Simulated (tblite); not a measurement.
Run report: CH5F2Si2, geometry relaxation (part 2 of 2)

CH5F2Si2, multiplicity 2; GFN2-xTB geometry optimisation, gas phase (tblite 0.8.0). 

Geometry of the input (Å):
```
Si -0.7907  0.9534  1.6509
C  0.4423  -0.3567  1.2922
Si 0.9175  -0.3055  -0.5110
F  -0.2616  2.2018  2.6226
F  -1.7965  1.3903  0.3736
H  0.0455  -1.2967  1.5108
H  1.3154  -0.1875  1.8653
H  0.1172  0.6796  -1.1531
H  0.6957  -1.5726  -1.1139
H  2.2822  0.0481  -0.6044
```

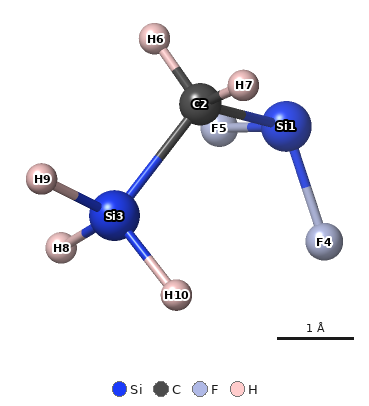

**Figure 1.** The geometry at step 80 of the log (ball-and-stick view, seen at a tilt; atoms are numbered from 1 in the order of the input).

## Trajectory as extended XYZ, continued
```
10
Properties=species:S:1:pos:R:3:forces:R:3 step=52 energy=-480.62667
Si   -0.7173    0.9918    1.9231    0.0050   0.0100   0.0430
C     0.3549   -0.4407    1.3284    0.0340  -0.0060  -0.0260
Si    0.9679   -0.1858   -0.4785   -0.0430  -0.0160   0.0460
F    -0.0047    2.3981    1.5644   -0.0080  -0.0160  -0.0010
F    -1.9976    1.1261    0.9461   -0.0040   0.0150  -0.0160
H    -0.2212   -1.3620    1.4012   -0.0030   0.0160  -0.0020
H     1.2101   -0.5594    1.9924   -0.0210  -0.0140  -0.0170
H     0.1737    0.8264   -1.1672   -0.0080  -0.0010  -0.0230
H     0.8337   -1.4685   -1.1726    0.0180  -0.0080   0.0080
H     2.3677    0.2283   -0.4041    0.0310   0.0190  -0.0120
10
Properties=species:S:1:pos:R:3:forces:R:3 step=56 energy=-480.62718
Si   -0.7128    0.9942    1.9299   -0.0030  -0.0110  -0.0120
C     0.3554   -0.4402    1.3279   -0.0200  -0.0040   0.0180
Si    0.9663   -0.1839   -0.4753    0.0260   0.0150  -0.0230
F    -0.0059    2.3973    1.5521    0.0130   0.0110   0.0120
F    -1.9945    1.1232    0.9524   -0.0040   0.0050   0.0080
H    -0.2270   -1.3576    1.3945   -0.0160   0.0020   0.0050
H     1.2075   -0.5702    1.9920    0.0110  -0.0090   0.0010
H     0.1720    0.8262   -1.1687   -0.0050  -0.0160  -0.0110
H     0.8383   -1.4696   -1.1665    0.0160   0.0020   0.0100
H     2.3679    0.2349   -0.4054   -0.0180   0.0040  -0.0070
10
Properties=species:S:1:pos:R:3:forces:R:3 step=60 energy=-480.62806
Si   -0.7119    0.9945    1.9345    0.0020  -0.0040  -0.0020
C     0.3502   -0.4407    1.3267    0.0010  -0.0130   0.0060
Si    0.9666   -0.1761   -0.4751    0.0060  -0.0270  -0.0130
F     0.0044    2.3933    1.5588    0.0070   0.0210   0.0090
F    -1.9943    1.1304    0.9585    0.0040   0.0090   0.0100
H    -0.2398   -1.3545    1.3888    0.0070   0.0160  -0.0140
H     1.2037   -0.5830    1.9876   -0.0170   0.0080   0.0010
H     0.1646    0.8142   -1.1887   -0.0040  -0.0200   0.0130
H     0.8583   -1.4746   -1.1434    0.0090  -0.0150  -0.0240
H     2.3654    0.2508   -0.4145   -0.0140   0.0250   0.0150
10
Properties=species:S:1:pos:R:3:forces:R:3 step=64 energy=-480.62955
Si   -0.6999    1.0001    1.9389    0.0250   0.0520   0.0260
C     0.3470   -0.4406    1.3227    0.0090   0.0550  -0.0760
Si    0.9682   -0.1808   -0.4815   -0.0330  -0.0160   0.0670
F     0.0153    2.4057    1.5799   -0.0230  -0.0300  -0.0050
F    -1.9857    1.1326    0.9674    0.0060   0.0340   0.0000
H    -0.2676   -1.3360    1.3721   -0.0040  -0.0780  -0.0040
H     1.1936   -0.6076    1.9850    0.0030  -0.0030   0.0050
H     0.1443    0.7876   -1.2001   -0.0140  -0.0370  -0.0010
H     0.9000   -1.4921   -1.1286    0.0010  -0.0110  -0.0370
H     2.3519    0.2854   -0.4229    0.0300   0.0320   0.0230
10
Properties=species:S:1:pos:R:3:forces:R:3 step=68 energy=-480.63572
Si   -0.6564    1.0245    1.9706    0.0100   0.0210  -0.0380
C     0.3178   -0.4465    1.2984   -0.0400  -0.0550   0.0460
Si    0.9797   -0.1984   -0.4827    0.0350   0.0730  -0.1170
F     0.0642    2.4336    1.6359    0.0030  -0.0770  -0.0150
F    -1.9645    1.2106    1.0364    0.0360   0.0200   0.0190
H    -0.3531   -1.3079    1.3019    0.0300   0.0410   0.0220
H     1.1428   -0.7022    1.9622   -0.0200   0.0340  -0.0050
H     0.0805    0.6262   -1.2851   -0.0700  -0.0310   0.0150
H     1.0665   -1.5447   -1.0599    0.0510   0.0410  -0.0020
H     2.2894    0.4591   -0.4446   -0.0350  -0.0660   0.0750
10
Properties=species:S:1:pos:R:3:forces:R:3 step=72 energy=-480.64189
Si   -0.6509    1.0262    1.9852    0.0150   0.0110  -0.0650
C     0.2909   -0.4480    1.2774    0.0480  -0.0550   0.0260
Si    0.9840   -0.2009   -0.5020   -0.0480  -0.0350   0.1150
F     0.1248    2.4123    1.6799   -0.0140  -0.0500  -0.0200
F    -1.9632    1.2840    1.0748    0.0420   0.0220  -0.0020
H    -0.3882   -1.3041    1.2705    0.0620   0.0680   0.0210
H     1.1117   -0.7120    1.9488   -0.0740  -0.0030  -0.0960
H     0.0418    0.5169   -1.3512   -0.0850   0.0150  -0.0080
H     1.1740   -1.5628   -1.0181    0.0620   0.0670  -0.0100
H     2.2423    0.5425   -0.4323   -0.0080  -0.0410   0.0390
10
Properties=species:S:1:pos:R:3:forces:R:3 step=76 energy=-480.65141
Si   -0.6071    1.0447    1.9956   -0.0130  -0.0320  -0.0820
C     0.2711   -0.4612    1.2660   -0.0060   0.0210  -0.0120
Si    0.9784   -0.2012   -0.5023   -0.0500   0.0490   0.0870
F     0.1752    2.4082    1.6213    0.0170  -0.0160  -0.0090
F    -1.9586    1.3246    1.1498    0.0510  -0.0040   0.0010
H    -0.4445   -1.2829    1.2348    0.0120   0.0020   0.0540
H     1.0764   -0.7724    1.9321   -0.0330  -0.0270  -0.0580
H    -0.0221    0.4146   -1.3744    0.0350   0.0000   0.0530
H     1.3117   -1.5343   -1.0108    0.0210  -0.0130  -0.0020
H     2.1867    0.6141   -0.3793   -0.0340   0.0210  -0.0310
10
Properties=species:S:1:pos:R:3:forces:R:3 step=80 energy=-480.65415
Si   -0.5802    1.0537    1.9944    0.0120   0.0020   0.0130
C     0.2592   -0.4680    1.2613   -0.0080  -0.0420   0.0040
Si    0.9798   -0.1920   -0.4916    0.0220  -0.0440  -0.0200
F     0.1997    2.4040    1.5701    0.0090  -0.0090  -0.0080
F    -1.9549    1.3237    1.1872    0.0130   0.0100  -0.0270
H    -0.4809   -1.2670    1.2243   -0.0010  -0.0130   0.0090
H     1.0572   -0.8200    1.9124   -0.0060   0.0080   0.0370
H    -0.0399    0.3786   -1.3673    0.0120   0.0390   0.0040
H     1.3631   -1.5177   -0.9937    0.0080   0.0380   0.0170
H     2.1640    0.6589   -0.3641   -0.0600   0.0110  -0.0300
10
Properties=species:S:1:pos:R:3:forces:R:3 step=84 energy=-480.65702
Si   -0.5739    1.0519    1.9997    0.0110  -0.0090  -0.0270
C     0.2397   -0.4788    1.2514   -0.0160  -0.0470   0.0740
Si    0.9731   -0.2030   -0.4962    0.0090   0.0250  -0.0100
F     0.2440    2.3842    1.5924    0.0150   0.0030   0.0010
F    -1.9387    1.3763    1.1954    0.0160  -0.0070  -0.0250
H    -0.5076   -1.2724    1.2212    0.0130   0.0090  -0.0280
H     1.0335   -0.8374    1.9056   -0.0020   0.0070   0.0120
H    -0.0515    0.3198   -1.3958   -0.0160  -0.0150   0.0010
H     1.4511   -1.5107   -0.9592   -0.0250   0.0230   0.0020
H     2.0975    0.7243   -0.3815   -0.0060   0.0100   0.0010
10
Properties=species:S:1:pos:R:3:forces:R:3 step=88 energy=-480.65801
Si   -0.5621    1.0535    1.9951   -0.0240  -0.0150   0.0340
C     0.2377   -0.4874    1.2570    0.0260   0.0400  -0.0570
Si    0.9714   -0.1981   -0.4920    0.0000  -0.0100   0.0300
F     0.2520    2.3833    1.5752    0.0340   0.0140  -0.0080
F    -1.9306    1.3745    1.1967    0.0010  -0.0050  -0.0360
H    -0.5157   -1.2725    1.2143   -0.0050  -0.0200   0.0050
H     1.0285   -0.8508    1.9095    0.0100  -0.0220   0.0320
H    -0.0600    0.3135   -1.3903   -0.0160  -0.0110   0.0000
H     1.4595   -1.5021   -0.9541   -0.0190   0.0230  -0.0040
H     2.0864    0.7403   -0.3783   -0.0080   0.0070   0.0030
10
Properties=species:S:1:pos:R:3:forces:R:3 step=92 energy=-480.66186
Si   -0.5798    1.0392    1.9893   -0.0810   0.1170  -0.0660
C     0.2324   -0.4998    1.2638    0.0130   0.0620  -0.0250
Si    0.9580   -0.1998   -0.4869   -0.0710  -0.0860  -0.0450
F     0.3230    2.3484    1.6900   -0.0220  -0.0530   0.0170
F    -1.8575    1.4405    1.0775    0.0790  -0.0220   0.0380
H    -0.5168   -1.2885    1.2164    0.0310  -0.0430   0.0160
H     1.0166   -0.8437    1.9353    0.0170  -0.0620  -0.0300
H    -0.1114    0.2128   -1.3934   -0.0260   0.0050   0.0140
H     1.5119   -1.4816   -0.9470    0.0000   0.0750   0.0590
H     1.9909    0.8268   -0.4120    0.0590   0.0080   0.0240
10
Properties=species:S:1:pos:R:3:forces:R:3 step=96 energy=-480.66575
Si   -0.6057    1.0337    1.9781   -0.0130   0.0360  -0.0180
C     0.2309   -0.4982    1.2653   -0.0440  -0.0270   0.0340
Si    0.9347   -0.2002   -0.4920   -0.0040   0.0530  -0.0160
F     0.3554    2.3186    1.7806   -0.0240  -0.0020  -0.0030
F    -1.8047    1.4805    0.9883    0.0380   0.0120   0.0150
H    -0.5003   -1.3040    1.2311   -0.0190  -0.0370  -0.0250
H     1.0177   -0.8344    1.9381    0.0530   0.0180  -0.0320
H    -0.1536    0.1688   -1.3967    0.0060  -0.0060   0.0300
H     1.5416   -1.4586   -0.9268    0.0120  -0.0490   0.0000
H     1.9512    0.8481   -0.4330   -0.0050   0.0040   0.0140
10
Properties=species:S:1:pos:R:3:forces:R:3 step=100 energy=-480.66731
Si   -0.6224    1.0291    1.9708   -0.0060   0.0180  -0.0110
C     0.2245   -0.5012    1.2656    0.0090  -0.0130  -0.0270
Si    0.9259   -0.1993   -0.4953    0.0140  -0.0270   0.0460
F     0.3636    2.3041    1.8378   -0.0210  -0.0200  -0.0040
F    -1.7711    1.5195    0.9434    0.0230   0.0040   0.0100
H    -0.4877   -1.3249    1.2358   -0.0080   0.0100  -0.0060
H     1.0255   -0.8154    1.9329    0.0200   0.0130  -0.0110
H    -0.1708    0.1343   -1.3983   -0.0290   0.0240  -0.0110
H     1.5521   -1.4548   -0.9173    0.0080  -0.0200   0.0050
H     1.9276    0.8628   -0.4425   -0.0100   0.0110   0.0090
10
Properties=species:S:1:pos:R:3:forces:R:3 step=104 energy=-480.66783
Si   -0.6315    1.0249    1.9649   -0.0020   0.0110  -0.0100
C     0.2223   -0.5037    1.2630    0.0000   0.0020   0.0020
Si    0.9202   -0.2041   -0.4966    0.0000   0.0080  -0.0020
F     0.3711    2.2900    1.8740   -0.0050  -0.0080   0.0000
F    -1.7446    1.5462    0.9146    0.0060  -0.0030   0.0050
H    -0.4840   -1.3323    1.2372    0.0050  -0.0010   0.0070
H     1.0296   -0.8049    1.9290   -0.0030  -0.0040   0.0020
H    -0.1847    0.1143   -1.3980    0.0010   0.0010  -0.0030
H     1.5673   -1.4535   -0.9058    0.0000  -0.0070  -0.0050
H     1.9015    0.8773   -0.4491   -0.0020   0.0020   0.0030
10
Properties=species:S:1:pos:R:3:forces:R:3 step=107 energy=-480.66786
Si   -0.6330    1.0249    1.9636   -0.0020   0.0000  -0.0010
C     0.2232   -0.5032    1.2637    0.0010   0.0010  -0.0030
Si    0.9202   -0.2040   -0.4967   -0.0020   0.0010   0.0000
F     0.3701    2.2895    1.8764   -0.0020  -0.0020  -0.0030
F    -1.7445    1.5467    0.9122    0.0060  -0.0010   0.0010
H    -0.4813   -1.3333    1.2386   -0.0020  -0.0020   0.0050
H     1.0306   -0.8033    1.9300    0.0000   0.0010   0.0010
H    -0.1843    0.1153   -1.3982   -0.0010   0.0030  -0.0010
H     1.5639   -1.4549   -0.9078    0.0020  -0.0030  -0.0020
H     1.9022    0.8765   -0.4486    0.0010   0.0020   0.0020
```
